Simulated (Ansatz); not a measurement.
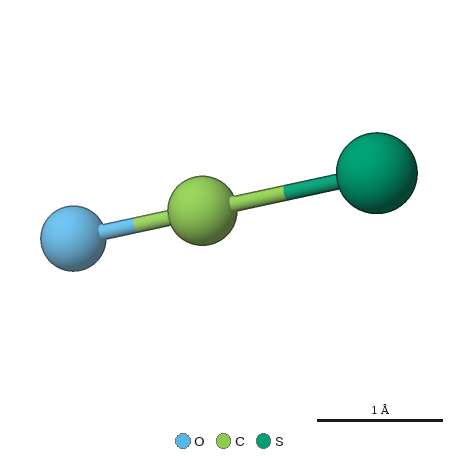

The picture shows a molecular structure as a ball-and-stick model.

The computed structure is the end point of a PBE0-D4/def2-TZVP optimisation. No frequency run is at hand to confirm it as a minimum.

Description:

The molecule is COS. The point group is C∞v. All atoms lie on one line. Coordination: 1 C linear.

The parts below concern this one geometry. Atoms keep their numbers from picture to picture.

Electronic properties

No frequency run is at hand to confirm it as a minimum. Properties computed with RKS PBE0-D4/def2-TZVPPD (Ansatz 0.2.0).

Give the HOMO energy (Kohn–Sham orbital) at this level.

Answer. −8.69 eV.

What is the LUMO energy (Kohn–Sham orbital)?

Answer. −0.93 eV.

Dipole moment

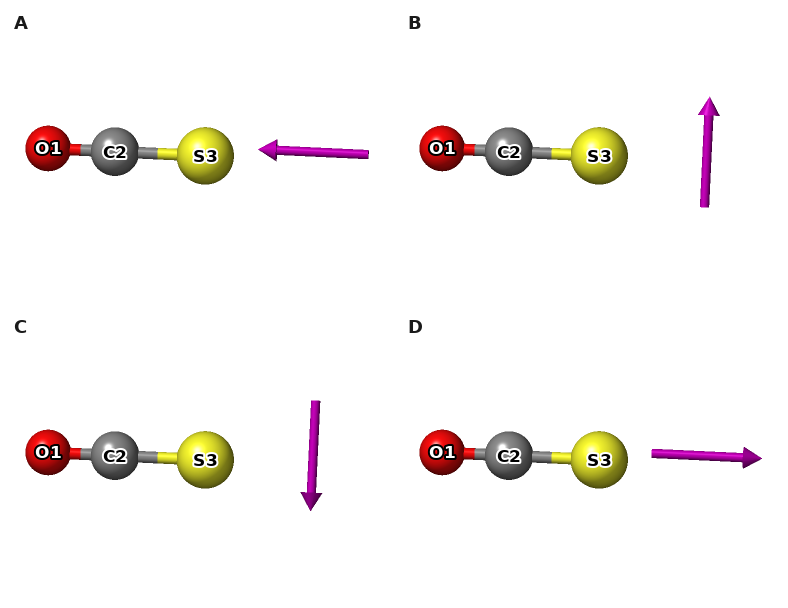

The same molecule four times, each with an arrow. No frequency run is at hand to confirm it as a minimum. Properties computed with RKS PBE0-D4/def2-TZVP (Ansatz 0.2.0).

Which arrow points along the dipole moment, from the negative to the positive end?

Answer. D. The dipole moment is 0.70 D; it points from the side of O1 to the side of S3 (the outermost atoms at the two ends).

Charges

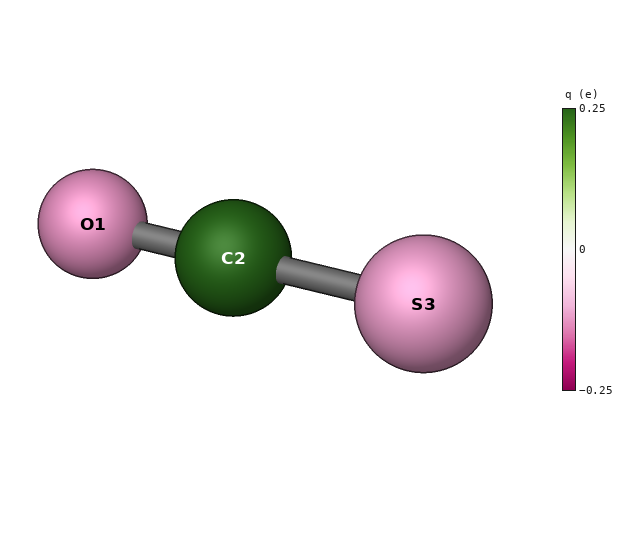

Atoms are coloured by their Mulliken charges. No frequency run is at hand to confirm it as a minimum. Properties computed with RKS PBE0-D4/def2-TZVP (Ansatz 0.2.0).

List the Mulliken charges.

```tsv
atom	value (e)
O1	−0.13
C2	0.25
S3	−0.12
```

Mulliken values depend strongly on the basis set and can even reverse the polarity of a bond.
